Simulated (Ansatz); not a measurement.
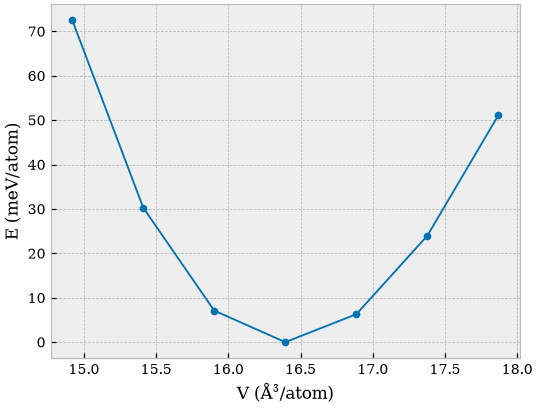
Fig. 1. CoSn in space group P6/mmm (No. 191; Co on 3f, Sn on 1a, Sn on 2d) under volume change, PBEsol in the plane-wave PAW code Ansatz, shape and atoms relaxed at each volume.

**Question.** What does a third-order Birch–Murnaghan fit give for V₀, B₀ and B′?

**Answer.** V₀ = 16.39 Å³/atom, B₀ = 146 GPa, B′ = 4.8.

The cell was relaxed with PBEsol under the symmetry of its start. The workflow began spin-polarised and lost its moments. Spin–orbit coupling is left out wherever it is not named.

Potentials: the later of the program's two PAW sets.
